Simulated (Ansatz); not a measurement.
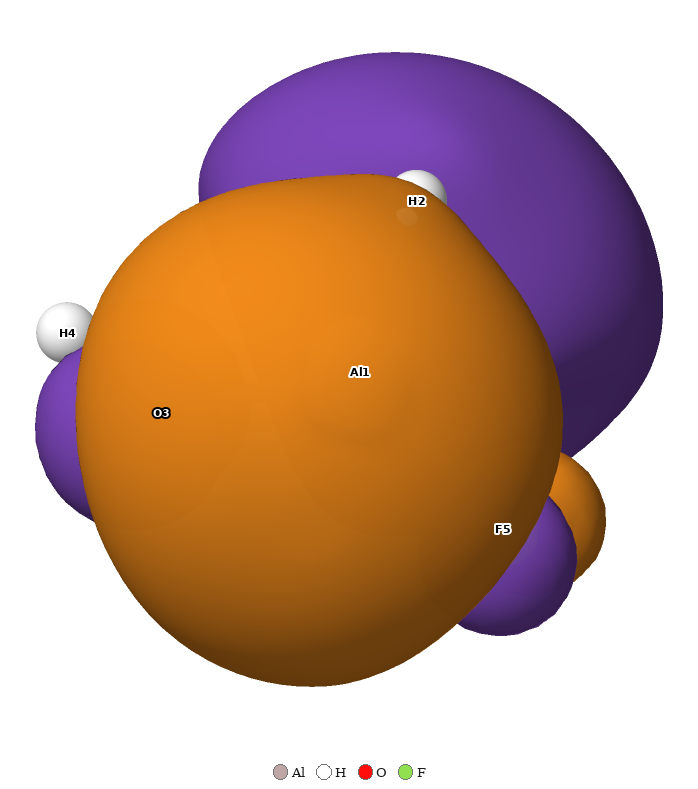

Figure 1: AlFH₂O. The LUMO at ±0.06 Å⁻³ᐟ² (orange and purple are the two phases), seen at a tilt.

Theory: RKS PBE-D4/def2-SVP (Ansatz 0.2.0).

The calculation's input:

```
crystal:
  periodic: [false, false, false]
  atoms:
    - { symbol: Al, position_ang: [0.1844, -0.077177, 0.133828] }
    - { symbol: H, position_ang: [0.689369, -0.168071, 1.593608] }
    - { symbol: O, position_ang: [1.814849, -0.40315, -0.367335] }
    - { symbol: H, position_ang: [2.321645, -0.496537, 0.459124] }
    - { symbol: F, position_ang: [-1.207263, 0.193036, -0.736725] }
basis:
  gaussian: { orbitals: def2-SVP }
hamiltonian:
  xc: pbe
  dispersion: d4
relax:
  f_tol: 0.03
  max_steps: 50
output:
  orbitals: {}
```

Run with:

```sh
ansatz run input.yaml --threads 1 --pin off --max-ram 2048MiB --backend cpu --events-out ev --progress --plain --runs-dir out
```

The fields are those of the run's last geometry, not of the input's.

**What is the character of this orbital?**

By Hirshfeld shares it lies mainly on Al1 (about 75 %), O3 (about 10 %), F5 (about 5 %) and H2 (about 5 %); it changes sign across the molecular plane (π type). Its energy is −1.08 eV.
